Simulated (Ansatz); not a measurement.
**C2H7Si (SMILES C[SiH]C), step by step**

Wanted: a structure relaxation (UHF/STO-3G), then vibrational wavenumbers, then a geometry optimisation (UHF/3-21G), then vibrational wavenumbers, then a geometry optimisation (UHF/6-31G*), then vibrational wavenumbers of C2H7Si. 

The results are computed with Ansatz 0.2.0.

## Step 1: The molecule

C2H7Si: 10 atoms, total charge 0, spin state doublet. As SMILES, `C[SiH]C`. Geometry: relaxed at PBE0-D4/def2-TZVP. The run starts from this shape.

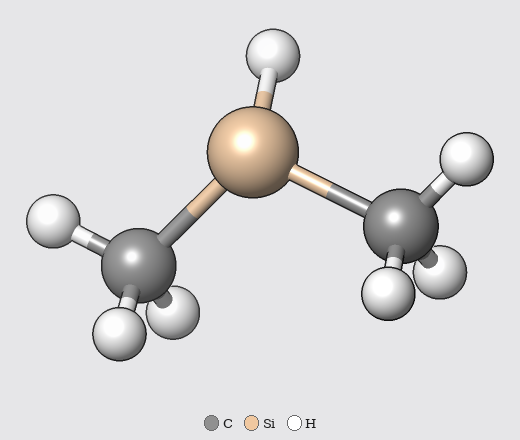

Viewed from a chosen angle; carbon grey, silicon light orange, hydrogen white.

## Step 2: A geometry optimisation at UHF/STO-3G (start density atoms) (run 1)

File molecule.yaml:

```yaml
crystal:
  periodic: [false, false, false]
  atoms:
    - {symbol: C, position_ang: [-1.065300, 0.729000, -0.876200]}
    - {symbol: Si, position_ang: [0.579500, 0.676400, 0.026300]}
    - {symbol: C, position_ang: [0.745000, -0.863300, 1.086800]}
    - {symbol: H, position_ang: [-1.173700, -0.143700, -1.529000]}
    - {symbol: H, position_ang: [-1.145400, 1.625300, -1.494500]}
    - {symbol: H, position_ang: [-1.899100, 0.727900, -0.170400]}
    - {symbol: H, position_ang: [1.707100, 0.752000, -0.952200]}
    - {symbol: H, position_ang: [-0.043500, -0.905000, 1.841800]}
    - {symbol: H, position_ang: [1.708100, -0.884600, 1.600600]}
    - {symbol: H, position_ang: [0.670300, -1.765000, 0.469600]}
basis:
  gaussian:
    orbitals: STO-3G
total_charge: 0
magnetization:
  spin_polarized: true
  initial_magnetization: 1
hamiltonian:
  xc: hf
relax:
  f_tol: 0.002
output: {orbitals: {seedname: orbitals}}
```

Launch:

```console
$ ansatz run molecule.yaml --threads 1 --pin off --max-ram 3480MiB --events-out events.jsonl --progress --plain --runs-dir runs
```

The program printed:

```text
Warning: RAYON_NUM_THREADS=1 ignored (pool sized by the plan → 1); use --threads N
The last accepted step is kept in runs//last_step.txt (removed where the run ends without a failure and the disk answers)
[... 68 lines left out ...]
Total energy: -9917.64795060 eV, -364.4668397614 hartree
[... 10 lines left out ...]
Dipole moment:     0.021256     0.153641     0.105024 e Å
```

It took 5.1 s on 1 thread of Arm Neoverse V1, shared host; peak memory 0.087 GiB.

Steps, from the record of the run:

```
step  energy from the first frame kept (eV)  largest force (eV/Å)
   1                                 0.0000                1.7072
   2                                -0.0703                0.9975
   3                                -0.0992                0.1686
   4                                -0.1000                0.0228
   5                                -0.1001                0.0176
   6                                -0.1001                0.0026
   7                                -0.1001                0.0032
   8                                -0.1001                0.0326
   9                                -0.1001                0.0009
```

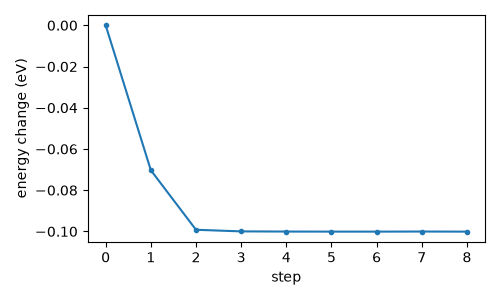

Energy along the run.

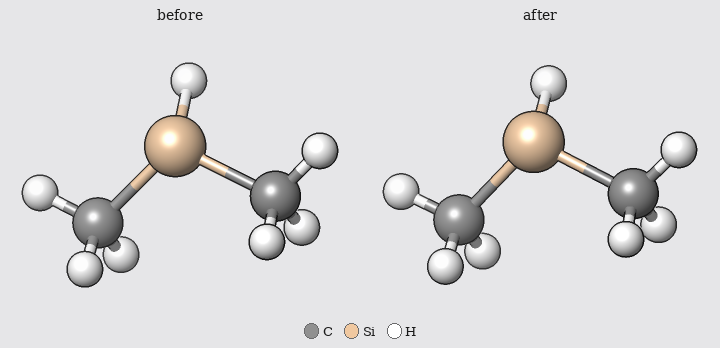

Before and after, at one scale.

After the run. Bond lengths: C1–Si2 1.870 Å, Si2–C3 1.870 Å, C1–H4 1.084 Å, C1–H5 1.083 Å, C1–H6 1.083 Å, Si2–H7 1.430 Å, C3–H8 1.083 Å, C3–H9 1.083 Å, C3–H10 1.084 Å. Some angles: C1–Si2–C3 109.5°, C1–Si2–H7 108.0°, C3–Si2–H7 108.0°, Si2–C1–H4 111.4°, Si2–C1–H5 111.5°, Si2–C1–H6 111.7°, Si2–C3–H8 111.7°, Si2–C3–H9 111.5°, Si2–C3–H10 111.4°, H4–C1–H5 107.3°.

## Step 3: The harmonic vibrations at UHF/STO-3G (start density atoms) (run 2)

File molecule.yaml:

```yaml
crystal:
  periodic: [false, false, false]
  atoms:
    - {symbol: C, position_ang: [-1.040082, 0.721918, -0.861574]}
    - {symbol: Si, position_ang: [0.594877, 0.719094, 0.046776]}
    - {symbol: C, position_ang: [0.738080, -0.842145, 1.066692]}
    - {symbol: H, position_ang: [-1.139942, -0.149080, -1.498842]}
    - {symbol: H, position_ang: [-1.141312, 1.596061, -1.492417]}
    - {symbol: H, position_ang: [-1.878927, 0.718026, -0.177083]}
    - {symbol: H, position_ang: [1.642196, 0.709598, -0.926730]}
    - {symbol: H, position_ang: [-0.037738, -0.901691, 1.819529]}
    - {symbol: H, position_ang: [1.690596, -0.894847, 1.578819]}
    - {symbol: H, position_ang: [0.655254, -1.727934, 0.447630]}
basis:
  gaussian:
    orbitals: STO-3G
magnetization:
  spin_polarized: true
  initial_magnetization: 1
hamiltonian:
  xc: hf
phonons:
  temperatures: {t_min: 298.15, t_max: 298.15, t_step: 1}
```

Launch:

```console
$ ansatz run molecule.yaml --threads 1 --pin off --max-ram 3480MiB --events-out events.jsonl --progress --plain --runs-dir runs
```

The program printed:

```text
Warning: RAYON_NUM_THREADS=1 ignored (pool sized by the plan → 1); use --threads N
[... 326 lines left out ...]
Total energy: -9917.64799412 eV, -364.4668413605 hartree
[... 10 lines left out ...]
Dipole moment:     0.021256     0.153643     0.105025 e Å
Vibrations: 126.59 138.29 257.59 700.35 808.29 830.42 898.32 969.23 1096.26 1118.15 1144.56 1673.01 1681.28 1855.54 1856.71 1858.09 1859.55 2839.45 3554.74 3554.77 3732.65 3733.14 3743.04 3743.76 cm⁻¹, zero-point energy 2.713628 eV
```

Wall time 20 s (1 thread of Arm Neoverse V1, shared host).

## Step 4: A geometry optimisation at UHF/3-21G (start density atoms) (run 3)

File in.yaml:

```yaml
crystal:
  periodic: [false, false, false]
  atoms:
    - {symbol: C, position_ang: [-1.065300, 0.729000, -0.876200]}
    - {symbol: Si, position_ang: [0.579500, 0.676400, 0.026300]}
    - {symbol: C, position_ang: [0.745000, -0.863300, 1.086800]}
    - {symbol: H, position_ang: [-1.173700, -0.143700, -1.529000]}
    - {symbol: H, position_ang: [-1.145400, 1.625300, -1.494500]}
    - {symbol: H, position_ang: [-1.899100, 0.727900, -0.170400]}
    - {symbol: H, position_ang: [1.707100, 0.752000, -0.952200]}
    - {symbol: H, position_ang: [-0.043500, -0.905000, 1.841800]}
    - {symbol: H, position_ang: [1.708100, -0.884600, 1.600600]}
    - {symbol: H, position_ang: [0.670300, -1.765000, 0.469600]}
basis:
  gaussian: {orbitals: 3-21G.json}
magnetization: {spin_polarized: true, initial_magnetization: 1}
hamiltonian: {xc: hf}
relax: {f_tol: 0.002}
output: {orbitals: {seedname: orbitals}}
```

The basis set 3-21G is read from a file made from the Basis Set Exchange's data (not shown).

Launch:

```console
$ ansatz run in.yaml --threads 1 --pin off --max-ram 3480MiB --events-out events.jsonl --progress --plain --runs-dir runs
```

The program printed, cut to the lines that bear on the results:

```text
Warning: RAYON_NUM_THREADS=1 ignored (pool sized by the plan → 1); use --threads N
[... 1 set-up line as earlier in the session ...]
[... 43 lines left out ...]
Total energy: -9979.92568050 eV, -366.7555041219 hartree
[... 10 lines left out ...]
Dipole moment:    -0.093146    -0.042777     0.051201 e Å
```

It took 3.6 s on 1 thread of Arm Neoverse V1, shared host; peak memory 0.094 GiB.

The path in brief:

```
step  energy from the first frame kept (eV)  largest force (eV/Å)
   1                                 0.0000                1.0968
   2                                -0.0429                0.5121
   3                                -0.0507                0.0730
   4                                -0.0510                0.0242
   5                                -0.0510                0.0018
```

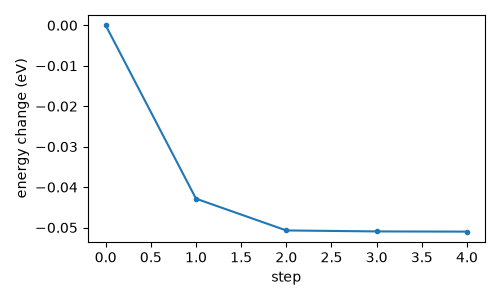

Energy along the run.

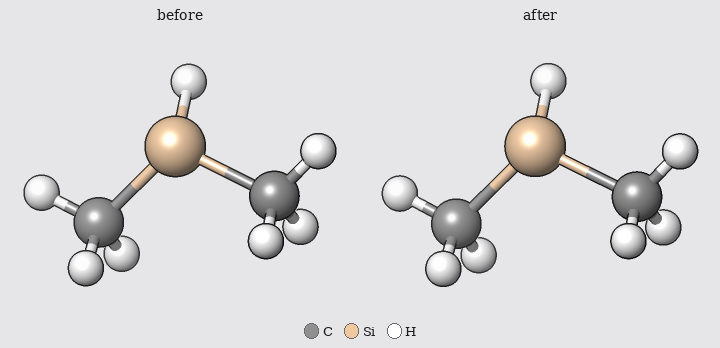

Before and after, at one scale.

After the run. Bond lengths: C1–Si2 1.925 Å, Si2–C3 1.925 Å, C1–H4 1.087 Å, C1–H5 1.085 Å, C1–H6 1.085 Å, Si2–H7 1.496 Å, C3–H8 1.085 Å, C3–H9 1.085 Å, C3–H10 1.087 Å. Some angles: C1–Si2–C3 112.4°, C1–Si2–H7 110.3°, C3–Si2–H7 110.3°, Si2–C1–H4 110.8°, Si2–C1–H5 110.6°, Si2–C1–H6 110.7°, Si2–C3–H8 110.7°, Si2–C3–H9 110.6°, Si2–C3–H10 110.8°, H4–C1–H5 108.2°.

## Step 5: Vibrational wavenumbers at UHF/3-21G (start density atoms) (run 4)

File input.yaml:

```yaml
crystal:
  periodic: [false, false, false]
  atoms:
    - symbol: C
      position_ang: [-1.097038, 0.744309, -0.905625]
    - symbol: Si
      position_ang: [0.588130, 0.682077, 0.022970]
    - symbol: C
      position_ang: [0.765495, -0.893958, 1.114121]
    - symbol: H
      position_ang: [-1.212139, -0.118863, -1.555610]
    - symbol: H
      position_ang: [-1.163298, 1.639092, -1.514964]
    - symbol: H
      position_ang: [-1.922084, 0.751223, -0.201349]
    - symbol: H
      position_ang: [1.720374, 0.767886, -0.951544]
    - symbol: H
      position_ang: [-0.013981, -0.927349, 1.867817]
    - symbol: H
      position_ang: [1.725766, -0.902081, 1.618236]
    - symbol: H
      position_ang: [0.691775, -1.793337, 0.508748]
basis:
  gaussian:
    orbitals: 3-21G.json
magnetization:
  spin_polarized: true
  initial_magnetization: 1
hamiltonian:
  xc: hf
phonons:
  temperatures:
    t_min: 298.15
    t_max: 298.15
    t_step: 1
```

The basis set 3-21G is read from a file made from the Basis Set Exchange's data (not shown).

Launch:

```console
$ ansatz run input.yaml --threads 1 --pin off --max-ram 3480MiB --events-out events.jsonl --progress --plain --runs-dir runs
```

The program printed:

```text
Warning: RAYON_NUM_THREADS=1 ignored (pool sized by the plan → 1); use --threads N
[... 326 lines left out ...]
Total energy: -9979.92568033 eV, -366.7555041155 hartree
[... 10 lines left out ...]
Dipole moment:    -0.093146    -0.042777     0.051199 e Å
Vibrations: 122.87 133.87 207.85 549.58 658.92 692.91 746.90 847.83 986.11 990.63 991.76 1461.35 1468.90 1628.22 1630.34 1635.49 1638.69 2217.98 3181.39 3181.55 3248.95 3249.44 3264.18 3264.49 cm⁻¹, zero-point energy 2.355712 eV
```

Wall time 25 s (1 thread of Arm Neoverse V1, shared host); peak memory 0.094 GiB.

## Step 6: A structure relaxation at UHF/6-31G(d) (Cartesian functions, start density atoms) (run 5)

File job.yaml:

```yaml
crystal:
  periodic: [false, false, false]
  atoms:
    - {symbol: C, position_ang: [-1.065300, 0.729000, -0.876200]}
    - {symbol: Si, position_ang: [0.579500, 0.676400, 0.026300]}
    - {symbol: C, position_ang: [0.745000, -0.863300, 1.086800]}
    - {symbol: H, position_ang: [-1.173700, -0.143700, -1.529000]}
    - {symbol: H, position_ang: [-1.145400, 1.625300, -1.494500]}
    - {symbol: H, position_ang: [-1.899100, 0.727900, -0.170400]}
    - {symbol: H, position_ang: [1.707100, 0.752000, -0.952200]}
    - {symbol: H, position_ang: [-0.043500, -0.905000, 1.841800]}
    - {symbol: H, position_ang: [1.708100, -0.884600, 1.600600]}
    - {symbol: H, position_ang: [0.670300, -1.765000, 0.469600]}
basis:
  gaussian: {orbitals: "6-31G*"}
magnetization: {spin_polarized: true, initial_magnetization: 1}
hamiltonian: {xc: hf}
relax: {f_tol: 0.002}
output: {orbitals: {seedname: orbitals}}
```

Launch:

```console
$ ansatz run job.yaml --threads 1 --pin off --max-ram 3480MiB --events-out events.jsonl --progress --plain --runs-dir runs
```

The program printed, cut to the lines that bear on the results:

```text
Warning: RAYON_NUM_THREADS=1 ignored (pool sized by the plan → 1); use --threads N
[... 1 set-up line as earlier in the session ...]
[... 55 lines left out ...]
Total energy: -10032.76998308 eV, -368.6974964225 hartree
[... 10 lines left out ...]
Dipole moment:    -0.101375    -0.080681     0.028043 e Å
```

Wall time 9.9 s (1 thread of Arm Neoverse V1, shared host); peak memory 0.12 GiB.

Step by step:

```
step  energy from the first frame kept (eV)  largest force (eV/Å)
   1                                 0.0000                0.5776
   2                                -0.0128                0.2231
   3                                -0.0095                0.3287
   4                                -0.0142                0.0276
   5                                -0.0142                0.0367
   6                                -0.0143                0.0029
   7                                -0.0143                0.0007
```

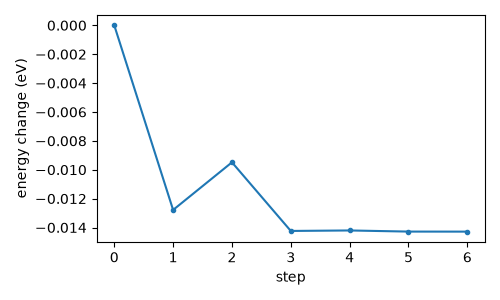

Energy along the run.

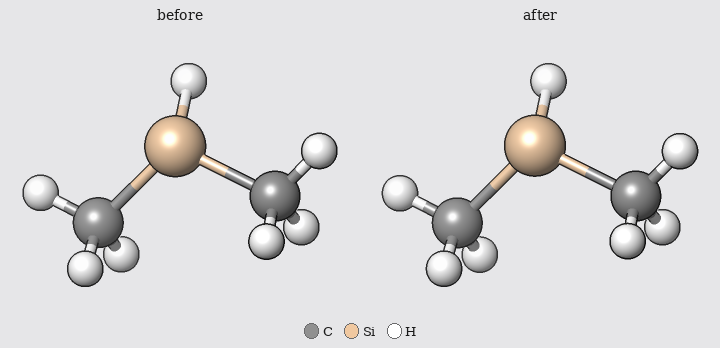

Before and after, at one scale.

After the run. Bond lengths: C1–Si2 1.896 Å, Si2–C3 1.896 Å, C1–H4 1.088 Å, C1–H5 1.086 Å, C1–H6 1.086 Å, Si2–H7 1.484 Å, C3–H8 1.086 Å, C3–H9 1.086 Å, C3–H10 1.088 Å. Some angles: C1–Si2–C3 111.8°, C1–Si2–H7 110.0°, C3–Si2–H7 110.0°, Si2–C1–H4 111.1°, Si2–C1–H5 111.2°, Si2–C1–H6 111.1°, Si2–C3–H8 111.1°, Si2–C3–H9 111.2°, Si2–C3–H10 111.1°, H4–C1–H5 107.8°.

## Step 7: Vibrational wavenumbers at UHF/6-31G(d) (Cartesian functions, start density atoms) (run 6)

File in.yaml:

```yaml
crystal:
  periodic: [false, false, false]
  atoms:
    - {symbol: C, position_ang: [-1.074390, 0.735104, -0.887597]}
    - {symbol: Si, position_ang: [0.586219, 0.683667, 0.026021]}
    - {symbol: C, position_ang: [0.754036, -0.873163, 1.095174]}
    - {symbol: H, position_ang: [-1.190540, -0.129426, -1.537608]}
    - {symbol: H, position_ang: [-1.155602, 1.625604, -1.503257]}
    - {symbol: H, position_ang: [-1.905924, 0.738086, -0.189014]}
    - {symbol: H, position_ang: [1.704111, 0.755258, -0.946781]}
    - {symbol: H, position_ang: [-0.025671, -0.915959, 1.849959]}
    - {symbol: H, position_ang: [1.711598, -0.896340, 1.606211]}
    - {symbol: H, position_ang: [0.679163, -1.773831, 0.489693]}
basis:
  gaussian: {orbitals: "6-31G*"}
magnetization: {spin_polarized: true, initial_magnetization: 1}
hamiltonian: {xc: hf}
phonons: {temperatures: {t_min: 298.15, t_max: 298.15, t_step: 1}}
```

Launch:

```console
$ ansatz run in.yaml --threads 1 --pin off --max-ram 3480MiB --events-out events.jsonl --progress --plain --runs-dir runs
```

The program printed:

```text
Warning: RAYON_NUM_THREADS=1 ignored (pool sized by the plan → 1); use --threads N
[... 324 lines left out ...]
Total energy: -10032.76998307 eV, -368.6974964221 hartree
[... 10 lines left out ...]
Dipole moment:    -0.101375    -0.080680     0.028043 e Å
Vibrations: 143.33 156.92 213.07 560.82 667.12 669.55 741.13 793.01 948.73 962.25 981.62 1442.62 1449.45 1600.08 1602.66 1607.64 1611.09 2322.50 3187.05 3187.70 3253.17 3254.11 3269.96 3270.29 cm⁻¹, zero-point energy 2.349244 eV
```

It took 56 s on 1 thread of Arm Neoverse V1, shared host; peak memory 0.12 GiB.

## Step 8: Outcome

| quantity | value |
| --- | --- |
| run 1, UHF/STO-3G: total energy at the end | -364.46684 Eh |
| run 1, UHF/STO-3G: dipole moment | 0.90 D |
| run 1, UHF/STO-3G: HOMO energy (highest over α and β) | -6.41 eV |
| run 1, UHF/STO-3G: LUMO energy (lowest over α and β) | 6.37 eV |
| run 1, UHF/STO-3G: ⟨S²⟩ | 0.751 |
| run 2, UHF/STO-3G: largest force on an atom | 0.001 eV/Å |
| run 2, UHF/STO-3G: lowest harmonic wavenumber | 127 cm⁻¹ |
| run 2, UHF/STO-3G: highest harmonic wavenumber | 3744 cm⁻¹ |
| run 2, UHF/STO-3G: zero-point energy | 261.8 kJ/mol |
| run 3, UHF/3-21G: total energy at the end | -366.75550 Eh |
| run 3, UHF/3-21G: dipole moment | 0.55 D |
| run 3, UHF/3-21G: HOMO energy (highest over α and β) | -8.22 eV |
| run 3, UHF/3-21G: LUMO energy (lowest over α and β) | 1.88 eV |
| run 3, UHF/3-21G: ⟨S²⟩ | 0.753 |
| run 4, UHF/3-21G: largest force on an atom | 0.002 eV/Å |
| run 4, UHF/3-21G: lowest harmonic wavenumber | 123 cm⁻¹ |
| run 4, UHF/3-21G: highest harmonic wavenumber | 3264 cm⁻¹ |
| run 4, UHF/3-21G: zero-point energy | 227.3 kJ/mol |
| run 5, UHF/6-31G*: total energy at the end | -368.69750 Eh |
| run 5, UHF/6-31G*: dipole moment | 0.64 D |
| run 5, UHF/6-31G*: HOMO energy (highest over α and β) | -8.30 eV |
| run 5, UHF/6-31G*: LUMO energy (lowest over α and β) | 2.04 eV |
| run 5, UHF/6-31G*: ⟨S²⟩ | 0.753 |
| run 6, UHF/6-31G*: largest force on an atom | 0.001 eV/Å |
| run 6, UHF/6-31G*: lowest harmonic wavenumber | 143 cm⁻¹ |
| run 6, UHF/6-31G*: highest harmonic wavenumber | 3270 cm⁻¹ |

What this shows: The optimisation (run 1, UHF/STO-3G) took 8 steps and changed the energy by -0.100 eV. Mulliken charges (run 1, UHF/STO-3G) run from -0.37 on C3 to +0.65 on Si2; they depend strongly on the basis. All 24 modes (run 2, UHF/STO-3G) are real, so the shape is a minimum at this level. Mulliken charges (run 2, UHF/STO-3G) run from -0.37 on C3 to +0.65 on Si2. The optimisation (run 3, UHF/3-21G) took 4 steps and changed the energy by -0.051 eV. All 24 modes (run 4, UHF/3-21G) are real, so the shape is a minimum at this level.
